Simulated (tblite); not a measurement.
# Geometry relaxation of C$_{5}$H$_{5}$Cl$_{3}$GaN

- system: C$_{5}$H$_{5}$Cl$_{3}$GaN
- method: GFN2-xTB geometry optimisation, gas phase (tblite 0.8.0)

It belongs to a series of runs on one base structure; here: H on Ga replaced by CCl3.

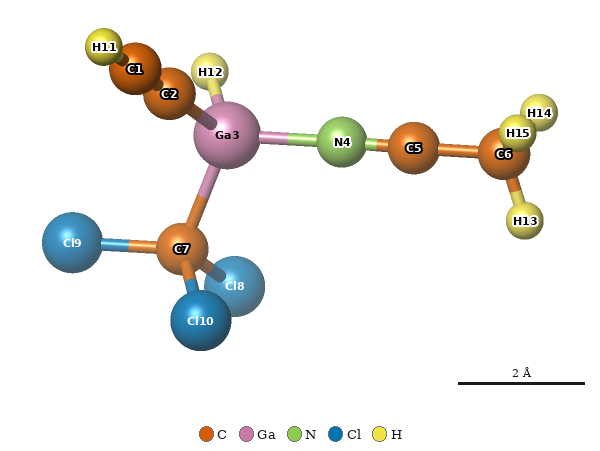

Fig. 1: The starting structure (ball-and-stick view, seen at a tilt; atoms are numbered from 1 in the order of the input). Sticks mark near contacts. Bond lengths as drawn: C–C 1.19 to 1.46 Å, C–Cl 1.77 to 1.78 Å, C–Ga 1.96 to 2.00 Å, C–H 1.06 to 1.12 Å, C–N 1.16 Å, Ga–H 1.61 Å and Ga–N 1.85 Å.

The input
```
{"job": {"kind": "relax", "xc": "GFN2-xTB", "basis": "xTB"}, "charge": 0, "multiplicity": 1}
C     -1.523300     2.917200    -1.288600
C     -1.296200     1.755800    -1.130100
Ga    -0.896300    -0.141300    -0.842200
N      0.811700    -0.315200    -0.145700
C      1.873700    -0.440000     0.313400
C      3.212500    -0.585400     0.864400
C     -2.233200    -0.912100     0.425600
Cl    -1.869500    -2.634300     0.680300
Cl    -3.866800    -0.743800    -0.238900
Cl    -2.139000    -0.062400     1.990300
H     -1.746300     3.944800    -1.436300
H     -0.997800    -0.919200    -2.250200
H      3.147300    -1.082500     1.865700
H      3.843300    -1.199100     0.180300
H      3.675600     0.425500     0.990000
```

The first line tells a small driver script what to run in tblite; the rest is the geometry in Å.

Run on 1 CPU thread, shared host.

Run as:
```bash
OMP_NUM_THREADS=1 python <driver script> task.json out
```

Log
```
step      E/eV     max force
  0    -841.20395    2.496
  1    -841.25714    4.135
  2    -841.45398    1.347
  3    -841.42678    3.865
  4    -841.50617    0.479
  5    -841.52081    0.423
  6    -841.56141    0.536
  7    -841.57172    0.342
  8    -841.58112    0.240
  9    -841.58859    0.294
 10    -841.59852    0.351
 11    -841.60805    0.295
 12    -841.61783    0.318
 13    -841.63255    0.402
 14    -841.65725    0.840
 15    -841.68291    0.924
 16    -841.70415    0.471
 17    -841.71342    0.333
 18    -841.71958    0.263
 19    -841.72528    0.270
 20    -841.72917    0.189
 21    -841.73191    0.171
 22    -841.73379    0.166
 23    -841.73516    0.123
 24    -841.73650    0.115
 25    -841.73849    0.131
 26    -841.74120    0.247
 27    -841.74408    0.244
 28    -841.74621    0.131
 29    -841.74750    0.079
 30    -841.74855    0.109
 31    -841.74970    0.128
 32    -841.75087    0.140
 33    -841.75202    0.123
 34    -841.75314    0.080
 35    -841.75418    0.103
 36    -841.75524    0.092
 37    -841.75637    0.111
 38    -841.75742    0.083
 39    -841.75826    0.068
 40    -841.75888    0.076
 41    -841.75950    0.074
 42    -841.76039    0.081
 43    -841.76164    0.107
 44    -841.76311    0.126
 45    -841.76465    0.120
 46    -841.76629    0.115
 47    -841.76841    0.184
 48    -841.77164    0.239
 49    -841.77539    0.250
 50    -841.77857    0.221
 51    -841.78102    0.135
 52    -841.78265    0.105
 53    -841.78404    0.102
 54    -841.78513    0.145
 55    -841.78662    0.125
 56    -841.78827    0.106
 57    -841.79150    0.118
 58    -841.79293    0.126
 59    -841.79469    0.124
 60    -841.79564    0.119
 61    -841.79638    0.081
 62    -841.79684    0.085
 63    -841.79728    0.069
 64    -841.79771    0.048
 65    -841.79804    0.041
 66    -841.79824    0.035
 67    -841.79841    0.039
 68    -841.79866    0.052
 69    -841.79907    0.061
 70    -841.79966    0.069
 71    -841.80036    0.083
 72    -841.80108    0.085
 73    -841.80184    0.066
 74    -841.80252    0.061
 75    -841.80299    0.055
 76    -841.80324    0.045
 77    -841.80343    0.032
 78    -841.80363    0.028
 79    -841.80383    0.027
 80    -841.80399    0.031
 81    -841.80415    0.031
 82    -841.80439    0.042
 83    -841.80477    0.051
 84    -841.80518    0.049
 85    -841.80546    0.040
 86    -841.80560    0.036
 87    -841.80572    0.040
 88    -841.80591    0.041
 89    -841.80618    0.050
 90    -841.80652    0.066
 91    -841.80688    0.070
 92    -841.80720    0.059
 93    -841.80740    0.026
 94    -841.80750    0.037
 95    -841.80756    0.021
 96    -841.80765    0.024
 97    -841.80780    0.046
 98    -841.80800    0.058
 99    -841.80817    0.051
100    -841.80826    0.028
101    -841.80832    0.017
102    -841.80837    0.026
103    -841.80844    0.036
104    -841.80850    0.041
105    -841.80852    0.083
106    -841.80857    0.016
107    -841.80859    0.020
108    -841.80861    0.011
109    -841.80865    0.020
110    -841.80873    0.028
111    -841.80886    0.035
112    -841.80910    0.044
113    -841.80945    0.051
114    -841.80986    0.060
115    -841.81030    0.060
116    -841.81078    0.050
117    -841.81129    0.043
118    -841.81170    0.041
119    -841.81194    0.043
120    -841.81201    0.072
121    -841.81215    0.029
122    -841.81222    0.026
123    -841.81234    0.028
124    -841.81241    0.028
125    -841.81251    0.025
126    -841.81258    0.029
127    -841.81262    0.013
128    -841.81263    0.006
```

Trajectory as extended XYZ (Å, eV, eV/Å), 7 of the 129 frames kept, from step=0 to step=128
```
15
Properties=species:S:1:pos:R:3:forces:R:3 step=0 energy=-841.20395
C    -1.5233    2.9172   -1.2886   -0.3510   1.7200  -0.2210
C    -1.2962    1.7558   -1.1301    0.6310  -1.5700   0.4690
Ga   -0.8963   -0.1413   -0.8422   -1.7750   0.1850  -1.6680
N     0.8117   -0.3152   -0.1457    2.2380  -0.3240   1.0560
C     1.8737   -0.4400    0.3134   -0.0930   0.0310  -0.1180
C     3.2125   -0.5854    0.8644   -0.4960   0.1280  -0.0270
C    -2.2332   -0.9121    0.4256    0.0940  -0.0970   0.3370
Cl   -1.8695   -2.6343    0.6803   -0.0310   0.1020   0.0010
Cl   -3.8668   -0.7438   -0.2389    0.2980  -0.0060   0.0540
Cl   -2.1390   -0.0624    1.9903   -0.0250  -0.0920  -0.0920
H    -1.7463    3.9448   -1.4363    0.0170  -0.2170  -0.0020
H    -0.9978   -0.9192   -2.2502    0.3610   0.1280   0.6890
H     3.1473   -1.0825    1.8657    0.0250   0.3690  -0.8110
H     3.8433   -1.1991    0.1803   -0.4960   0.4130   0.4570
H     3.6756    0.4255    0.9900   -0.3980  -0.7690  -0.1240
15
Properties=species:S:1:pos:R:3:forces:R:3 step=21 energy=-841.73191
C    -1.5196    2.9844   -1.2905    0.0080  -0.0880   0.0110
C    -1.2749    1.8085   -1.1525    0.0010   0.0130   0.0370
Ga   -1.1197   -0.1199   -0.9984    0.0420   0.0070  -0.1660
N     0.7892   -0.3324   -0.2125    0.0310   0.0760  -0.0490
C     1.8171   -0.4477    0.2832   -0.0290   0.0270  -0.0710
C     3.1143   -0.5794    0.8454    0.0020  -0.0020   0.0060
C    -1.9855   -0.9489    0.6052    0.0090   0.0570   0.0610
Cl   -1.8675   -2.6857    0.8041    0.0010  -0.0700   0.0030
Cl   -3.4684   -0.6220   -0.4275   -0.0470  -0.0110   0.0110
Cl   -2.2185   -0.1743    2.1581   -0.0720  -0.0030   0.0520
H    -1.7191    4.0146   -1.4042    0.0310  -0.0030   0.0010
H    -0.8913   -1.0572   -2.1831   -0.0420   0.0160   0.0400
H     3.0555   -1.0649    1.8178   -0.0150  -0.0180   0.0370
H     3.7302   -1.1781    0.1751    0.0450  -0.0200   0.0050
H     3.5536    0.4111    0.9576    0.0350   0.0180   0.0220
15
Properties=species:S:1:pos:R:3:forces:R:3 step=43 energy=-841.76164
C    -1.4804    2.9732   -1.2821    0.0100   0.0950  -0.0020
C    -1.2782    1.7877   -1.1682   -0.0150  -0.0600  -0.0180
Ga   -1.1409   -0.1418   -1.0076    0.0290   0.0510   0.0110
N     0.8510   -0.2446   -0.3737   -0.0440   0.0270  -0.0010
C     1.8513   -0.3756    0.1724    0.0120  -0.0290   0.0100
C     3.0946   -0.5663    0.8365   -0.0190  -0.0050   0.0110
C    -1.9801   -0.8931    0.6682   -0.0390  -0.0720  -0.0210
Cl   -1.7489   -2.6435    0.7605    0.0730   0.0780  -0.0100
Cl   -3.4607   -0.6492   -0.3979   -0.0080   0.0310  -0.0140
Cl   -2.3560   -0.2493    2.2433    0.0170  -0.0060   0.0690
H    -1.6302    4.0161   -1.3739    0.0150  -0.0880   0.0010
H    -0.9548   -1.1478   -2.1290   -0.0120  -0.0170  -0.0450
H     2.9055   -1.0576    1.7916    0.0400  -0.0140   0.0060
H     3.7433   -1.1934    0.2229   -0.0200   0.0120   0.0280
H     3.5802    0.3934    1.0151   -0.0370  -0.0030  -0.0250
15
Properties=species:S:1:pos:R:3:forces:R:3 step=64 energy=-841.79771
C    -1.4208    2.9663   -1.3220    0.0120  -0.0460  -0.0040
C    -1.3064    1.7644   -1.2729    0.0120   0.0350   0.0210
Ga   -1.1742   -0.1595   -1.0407   -0.0140  -0.0100  -0.0200
N     0.7904   -0.2790   -0.3895    0.0260  -0.0060  -0.0050
C     1.7785   -0.4046    0.1793   -0.0310  -0.0030   0.0100
C     3.0163   -0.5727    0.8577    0.0040  -0.0130  -0.0080
C    -1.9388   -0.7578    0.7412   -0.0020  -0.0340  -0.0010
Cl   -1.3773   -2.4474    0.5961   -0.0050   0.0230   0.0020
Cl   -3.4541   -0.6782   -0.2897    0.0070   0.0040   0.0130
Cl   -2.3763   -0.4238    2.3925    0.0080  -0.0210  -0.0040
H    -1.5143    4.0150   -1.3798   -0.0100   0.0280  -0.0290
H    -1.0284   -1.1571   -2.1830   -0.0100   0.0310   0.0250
H     2.8441   -1.0612    1.8171   -0.0190   0.0200  -0.0020
H     3.6739   -1.1951    0.2512    0.0330  -0.0100  -0.0060
H     3.4829    0.3986    1.0205   -0.0110   0.0030   0.0090
15
Properties=species:S:1:pos:R:3:forces:R:3 step=85 energy=-841.80546
C    -1.4112    2.9961   -1.3839    0.0090  -0.0180   0.0010
C    -1.2899    1.8060   -1.2132    0.0040   0.0080   0.0000
Ga   -1.1845   -0.1247   -1.0070   -0.0010  -0.0120  -0.0070
N     0.8012   -0.3290   -0.4273   -0.0080   0.0140   0.0270
C     1.7737   -0.4363    0.1715    0.0020   0.0160  -0.0040
C     3.0010   -0.5732    0.8765   -0.0020  -0.0030  -0.0040
C    -1.9120   -0.7965    0.7677   -0.0110   0.0090   0.0150
Cl   -1.3592   -2.4763    0.5278   -0.0140   0.0070  -0.0090
Cl   -3.4503   -0.6576   -0.2219    0.0190   0.0050   0.0100
Cl   -2.3168   -0.5470    2.4450    0.0270  -0.0150  -0.0260
H    -1.5073    4.0370   -1.5283   -0.0010  -0.0040   0.0010
H    -1.0964   -1.0650   -2.1991   -0.0080  -0.0090   0.0000
H     2.8195   -1.0472    1.8415   -0.0220   0.0030  -0.0120
H     3.6861   -1.1894    0.2937    0.0090  -0.0030   0.0070
H     3.4417    0.4112    1.0349   -0.0030   0.0010   0.0000
15
Properties=species:S:1:pos:R:3:forces:R:3 step=107 energy=-841.80859
C    -1.3915    2.9940   -1.4189   -0.0020   0.0140   0.0040
C    -1.2816    1.8083   -1.2143   -0.0050  -0.0080   0.0020
Ga   -1.1928   -0.1228   -1.0061    0.0000   0.0060  -0.0040
N     0.7956   -0.3110   -0.4449    0.0120  -0.0060   0.0050
C     1.7613   -0.4167    0.1653   -0.0140  -0.0050  -0.0130
C     2.9745   -0.5614    0.8921   -0.0010   0.0010   0.0030
C    -1.8769   -0.8177    0.7789    0.0030  -0.0060  -0.0010
Cl   -1.3765   -2.5009    0.4476    0.0040  -0.0010   0.0040
Cl   -3.4436   -0.6049   -0.1471    0.0020   0.0000   0.0010
Cl   -2.2085   -0.6392    2.4797    0.0060   0.0090  -0.0050
H    -1.4804    4.0325   -1.5849    0.0040  -0.0070   0.0030
H    -1.1357   -1.0536   -2.2071   -0.0060  -0.0010  -0.0060
H     2.7657   -1.0342    1.8519   -0.0070  -0.0020   0.0030
H     3.6670   -1.1836    0.3244    0.0040   0.0040   0.0070
H     3.4190    0.4192    1.0617    0.0010   0.0020  -0.0030
15
Properties=species:S:1:pos:R:3:forces:R:3 step=128 energy=-841.81263
C    -1.3377    2.9917   -1.3947    0.0010  -0.0020  -0.0010
C    -1.2719    1.7959   -1.2353    0.0020  -0.0020   0.0000
Ga   -1.2029   -0.1396   -1.0624   -0.0010  -0.0020   0.0000
N     0.8153   -0.3554   -0.6123    0.0050  -0.0030   0.0000
C     1.7256   -0.4292    0.0826   -0.0050  -0.0010  -0.0020
C     2.8660   -0.5337    0.9247    0.0010   0.0010   0.0010
C    -1.7620   -0.8408    0.7632    0.0010   0.0010   0.0010
Cl   -1.3242   -2.5364    0.4190    0.0020  -0.0020  -0.0050
Cl   -3.3924   -0.6022   -0.0306    0.0010   0.0060  -0.0020
Cl   -1.9395   -0.6264    2.4839   -0.0020   0.0020   0.0000
H    -1.3923    4.0370   -1.5277   -0.0060   0.0010   0.0020
H    -1.2531   -1.0707   -2.2623   -0.0040   0.0000   0.0010
H     2.5665   -0.9805    1.8733    0.0010   0.0000   0.0030
H     3.6207   -1.1607    0.4498    0.0030  -0.0020   0.0000
H     3.2774    0.4590    1.1068    0.0010   0.0020   0.0000
```

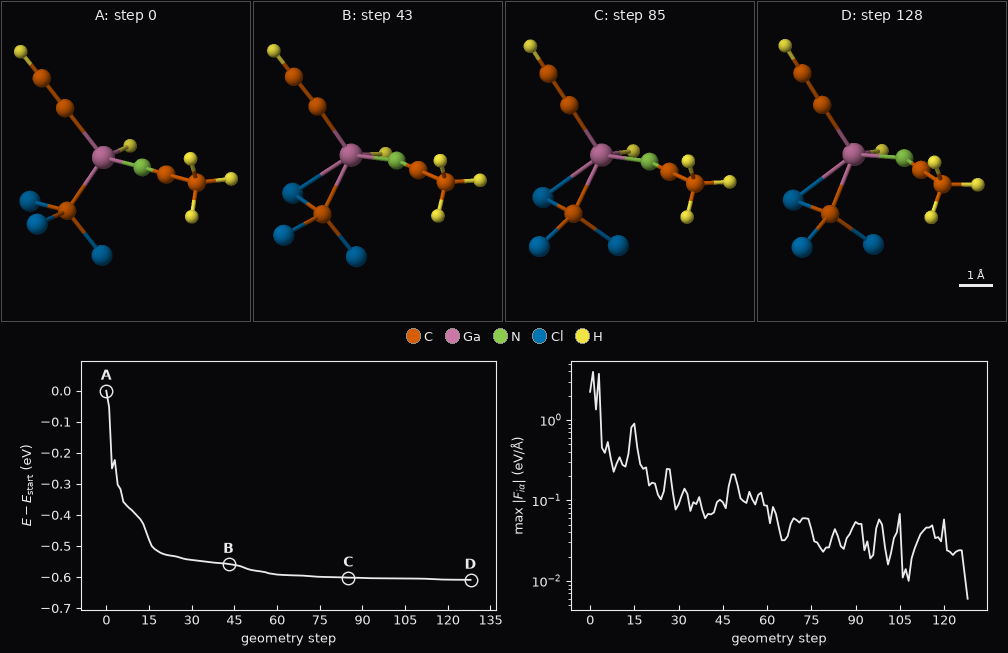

Fig. 2: Frames of the relaxation (ball-and-stick view, seen at a tilt) above the curves, on which the letters mark them (steps are counted from 0).

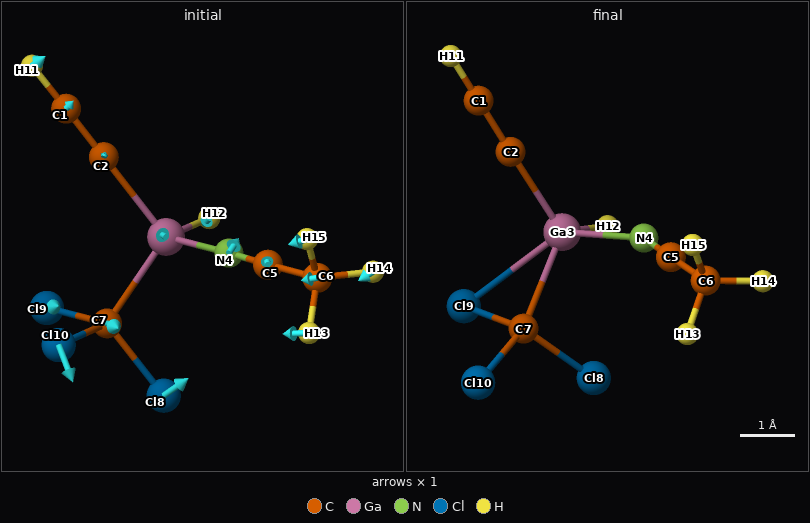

Fig. 3: Before (left) and after (right) the relaxation, at one scale (ball-and-stick view, seen at a tilt). The teal arrows give the displacements, at true length. Over 128 geometry steps the energy falls by 0.609 eV. The largest force component goes from 2.2 to 0.006 eV/Å. The largest move after the best rigid fit is that of Cl10, 0.78 Å. By element the largest moves are Cl 0.78 Å, C 0.59 Å, H 0.58 Å, N 0.47 Å, Ga 0.38 Å. Among the contacts that change: Ga3–Cl9 3.090 → 2.464 Å, Ga3–N4 1.853 → 2.079 Å, Ga3–H12 1.612 → 1.520 Å, C7–Cl9 1.772 → 1.829 Å. Among the angles that change: Ga3–C7–Cl10 109.7° → 150.6°, Ga3–C7–Cl9 110.0° → 79.1°, Ga3–N4–C5 178.6° → 155.2°. (Atoms are counted from 1 in the order of the input.)

Summary

- outcome: converged
- total energy: −841.8126 eV
- wall time: 2.8 s
- peak memory: 0.18 GiB
